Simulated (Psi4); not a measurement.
# SiN2H5 (SMILES N[SiH]N) at UB3LYP/6-31G(d) (Cartesian functions)

What is the vertical ionisation energy of SiN2H5 at UB3LYP/6-31G* (Cartesian functions)? 

Program for the calculation: Psi4 1.11.

## Step 1: The structure to begin with

The species is SiN2H5 (8 atoms), meant as a doublet with charge 0. SMILES: `N[SiH]N`. The coordinates come from a PBE0-D4/def2-TZVP relaxation. This is one conformer, not always the lowest.

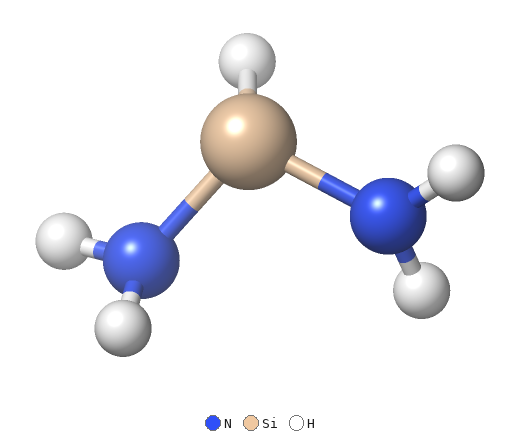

Viewed from a chosen angle; nitrogen blue, silicon light orange, hydrogen white.

## Step 2: A single-point energy at UB3LYP/6-31G(d) (Cartesian functions)

h5n2si.xyz

```xyz
8
H5N2Si
N     -1.027000     0.622100    -0.768300
Si     0.527700     0.579900    -0.050700
N      0.789500    -1.052600     0.425100
H     -1.817900     0.144500    -0.364600
H     -1.296600     1.349400    -1.406800
H      0.716400     1.354100     1.225100
H      0.730800    -1.794000    -0.255200
H      1.468900    -1.260500     1.139500
```

run.py

```python
import psi4

psi4.set_memory(2200000000)
psi4.set_num_threads(1)
psi4.core.set_output_file('h5n2si.out', False)

with open('h5n2si.xyz') as f:
    atoms = ''.join(f.readlines()[2:])
m = psi4.geometry('0 2\n' + atoms + 'symmetry c1\nno_reorient\nno_com')

options = {'basis': '6-31G*', 'reference': 'uks', 'puream': False, 'e_convergence': 1e-09, 'd_convergence': 1e-08, 'scf_type': 'pk', 'dft_radial_points': 99, 'dft_spherical_points': 590, 'maxiter': 100}
psi4.set_options(options)

e, wfn = psi4.energy('b3lyp', return_wfn=True)
psi4.oeprop(wfn, 'WIBERG_LOWDIN_INDICES', 'MAYER_INDICES', 'MULLIKEN_CHARGES', title='B3LYP')
print(f'b3lyp energy: {e:.10f} Eh')
```

The run is started by

```console
$ python run.py
```

h5n2si.out:

```text
[...]
  Running in c1 symmetry.
[...]
  Nuclear repulsion =  111.028710907775093
[...]
  Multiplicity = 2
[...]
  Nalpha       = 17
  Nbeta        = 16
[...]
    Number of basis functions: 59
[...]
   @UKS iter   1:  -401.54045340324222   -3.71011e-02   1.74098e-02 DIIS/ADIIS
[...]
   @UKS iter  13:  -401.99557313674671   -7.95808e-13   4.62949e-09 DIIS
[...]
   @S^2 Observed:                7.517261742E-01
[...]
    Orbital Energies [Eh]
    ---------------------
    Alpha Occupied:
       1A    -66.128617     2A    -14.313452     3A    -14.304064
       4A     -5.274229     5A     -3.635165     6A     -3.632459
       7A     -3.631515     8A     -0.852579     9A     -0.829096
      10A     -0.521902    11A     -0.491998    12A     -0.483047
      13A     -0.402850    14A     -0.360792    15A     -0.291442
      16A     -0.250166    17A     -0.163706
    Alpha Virtual:
      18A      0.047426    19A      0.064428    20A      0.129623
      21A      0.141833    22A      0.146725    23A      0.153206
      24A      0.177108    25A      0.226093    26A      0.268893
[...]
  @UKS Final Energy:  -401.99557313674671
   => Energetics <=
    Nuclear Repulsion Energy =            111.0287109077750927
    One-Electron Energy =                -774.0053122735974966
    Two-Electron Energy =                 290.5887209025886477
    DFT Exchange-Correlation Energy =     -29.6076926735129682
    Empirical Dispersion Energy =           0.0000000000000000
    VV10 Nonlocal Energy =                  0.0000000000000000
    Total Energy =                       -401.9955731367467138
[...]
 Multipole Moments:
 ------------------------------------------------------------------------------------
     Multipole            Electronic (a.u.)      Nuclear  (a.u.)        Total (a.u.)
 ------------------------------------------------------------------------------------
 L = 1.  Multiply by 2.5417464519 to convert [e a0] to [Debye]
 Dipole X            :        -10.6342176           10.4443273           -0.1898903
 Dipole Y            :         -9.6521062            9.2570124           -0.3950938
 Dipole Z            :          5.1695057           -5.2424782           -0.0729725
 Magnitude           :                                                    0.4443899
[...]
  Mulliken Charges: (a.u.)
   Center  Symbol    Alpha    Beta     Spin     Total
       1     N     3.93274  3.91348  0.01926 -0.84621
       2    SI     7.12509  6.38265  0.74244  0.49226
       3     N     3.98307  3.85315  0.12992 -0.83622
       4     H     0.35248  0.32515  0.02733  0.32237
       5     H     0.33528  0.33828 -0.00300  0.32644
       6     H     0.60315  0.50740  0.09575 -0.11055
       7     H     0.33334  0.33927 -0.00594  0.32739
       8     H     0.33486  0.34062 -0.00576  0.32451
   Total alpha = 17.00000, Total beta = 16.00000, Total charge =  0.00000
[...]
```

On the terminal:

```text
b3lyp energy: -401.9955731367 Eh
```

Wall time 30 s (1 thread of Intel Xeon Platinum 8488C (Sapphire Rapids), shared host); peak memory 0.93 GiB.

## Step 3: The singlet cation, same level

job.py

```python
import psi4

psi4.set_memory('2200 MB')
psi4.set_num_threads(1)
psi4.core.set_output_file('psi4.out', False)

m = psi4.geometry("""
1 1
N     -1.027000     0.622100    -0.768300
Si     0.527700     0.579900    -0.050700
N      0.789500    -1.052600     0.425100
H     -1.817900     0.144500    -0.364600
H     -1.296600     1.349400    -1.406800
H      0.716400     1.354100     1.225100
H      0.730800    -1.794000    -0.255200
H      1.468900    -1.260500     1.139500
symmetry c1
""")

options = {'basis': '6-31G*', 'puream': False, 'e_convergence': 1e-09, 'd_convergence': 1e-08, 'scf_type': 'pk', 'dft_radial_points': 99, 'dft_spherical_points': 590}
psi4.set_options(options)

e, wfn = psi4.energy("B3LYP", return_wfn=True)
print(f'B3LYP energy: {e:.10f} Eh')
```

The run is started by

```console
$ python job.py
```

psi4.out:

```text
[...]
  Running in c1 symmetry.
[...]
  Nuclear repulsion =  111.028710907775093
[...]
  Multiplicity = 1
[...]
  Nalpha       = 16
  Nbeta        = 16
[...]
    Number of basis functions: 59
[...]
   @RKS iter   1:  -401.31724808075040    1.86104e-01   1.65349e-02 ADIIS/DIIS
[...]
   @RKS iter  13:  -401.73759530431164   -8.52651e-13   2.49806e-09 DIIS
[...]
    Orbital Energies [Eh]
    ---------------------
    Doubly Occupied:
       1A    -66.426253     2A    -14.574465     3A    -14.543136
       4A     -5.568427     5A     -3.931072     6A     -3.925483
       7A     -3.924391     8A     -1.093869     9A     -1.060261
      10A     -0.767252    11A     -0.728101    12A     -0.707830
      13A     -0.643592    14A     -0.608522    15A     -0.527175
      16A     -0.478904
[...]
  @RKS Final Energy:  -401.73759530431164
   => Energetics <=
    Nuclear Repulsion Energy =            111.0287109077750927
    One-Electron Energy =                -765.5389572961345266
    Two-Electron Energy =                 282.1075886151483019
    DFT Exchange-Correlation Energy =     -29.3349375311005538
    Empirical Dispersion Energy =           0.0000000000000000
    VV10 Nonlocal Energy =                  0.0000000000000000
    Total Energy =                       -401.7375953043116397
[...]
 Multipole Moments:
 ------------------------------------------------------------------------------------
     Multipole            Electronic (a.u.)      Nuclear  (a.u.)        Total (a.u.)
 ------------------------------------------------------------------------------------
 L = 1.  Multiply by 2.5417464519 to convert [e a0] to [Debye]
 Dipole X            :          1.4784173           -1.0399584            0.4384589
 Dipole Y            :          1.0772950           -0.9494806            0.1278143
 Dipole Z            :         -0.8652397            0.7702429           -0.0949968
 Magnitude           :                                                    0.4664837
[...]
```

Standard output:

```text
B3LYP energy: -401.7375953043 Eh
```

Run time: 17 s. Hardware: 1 thread of Intel Xeon Platinum 8488C (Sapphire Rapids), shared host; peak memory 0.93 GiB.

## Step 4: Results

Level: UB3LYP/6-31G* (Cartesian functions).

| quantity | value |
| --- | --- |
| doublet SiN2H5: total energy | -401.99557 Eh |
| doublet SiN2H5: dipole moment | 1.13 D |
| doublet SiN2H5: HOMO energy (highest over α and β) | -4.45 eV |
| doublet SiN2H5: LUMO energy (lowest over α and β) | -1.50 eV |
| doublet SiN2H5: ⟨S²⟩ | 0.752 |
| singlet cation: total energy | -401.73760 Eh |
| singlet cation: HOMO energy | -13.03 eV |
| singlet cation: LUMO energy | -9.48 eV |
| singlet cation: HOMO–LUMO gap | 3.56 eV |
| vertical ionisation energy (to the singlet cation) | 7.020 eV |

The vertical ionisation energy comes to 7.02 eV (162 kcal/mol). Only the singlet of the ionised species was computed; a triplet could lie lower. Mulliken charges (doublet SiN2H5) run from -0.85 on N1 to +0.49 on Si2; they depend strongly on the basis.
